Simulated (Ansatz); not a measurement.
Input

```
crystal:
  periodic: [false, false, false]
  atoms:
    - { symbol: "N", position_ang: [-0.9757, 0.4178, -0.5039] }
    - { symbol: Si, position_ang: [-0.197, -1.0088, -0.4107] }
    - { symbol: "N", position_ang: [0.9983, -0.3536, 0.5437] }
    - { symbol: H, position_ang: [-1.9325, 0.321, -0.7355] }
    - { symbol: H, position_ang: [-1.0118, 0.8846, 0.3911] }
    - { symbol: H, position_ang: [1.2706, 0.5764, 0.1783] }
    - { symbol: H, position_ang: [1.9094, -0.9054, 0.4913] }
basis:
  gaussian: { orbitals: def2-SVP }
hamiltonian:
  xc: b3lyp
relax:
  f_tol: 0.02
  max_steps: 50
output:
  orbitals: {}
```

Run with:

```sh
ansatz run input.yaml --threads 1 --pin off --max-ram 2048MiB --backend cpu --events-out ev --progress --plain --runs-dir out
```

The fields are those of the run's last geometry, not of the input's.

These are results of Ansatz 0.2.0, RKS B3LYP/def2-SVP, not measurements.

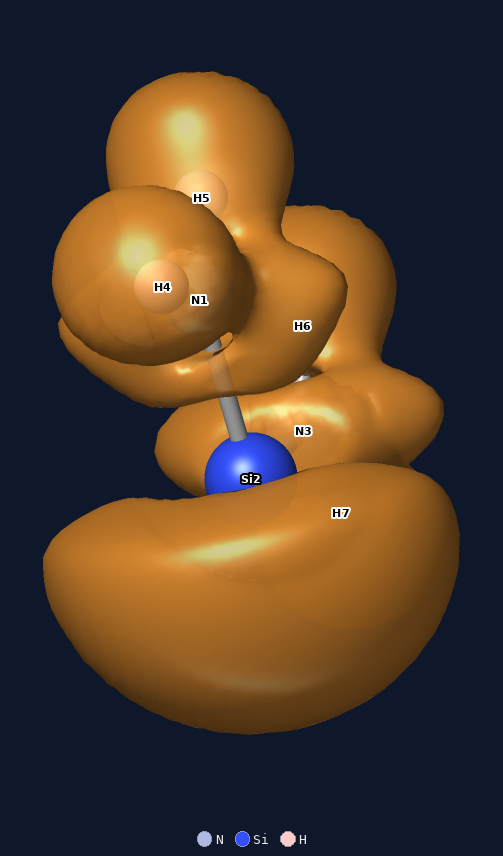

H₄N₂Si. Isosurface of the ELF at 0.75 (orange), seen at an oblique angle. Only the valence region is drawn (cores and ρ < 0.01 e/Å³ removed).

Question: Where are the electrons localised?

Answer: The surface consists of one lobe on Si, pointing away from the bonds (lone pairs) and two joined regions spread over several atoms (H, N), in which their bonds and any lone pairs are merged.

Values along the shortest contacts:
Si–N (1.74 Å): the ELF peaks at about 0.90 between the atoms; a shared but strongly polarised pair. N–H (1.02 Å): the ELF climbs to about 1 towards the hydrogen, as it does in any bond to H (a covalent bond by its length).
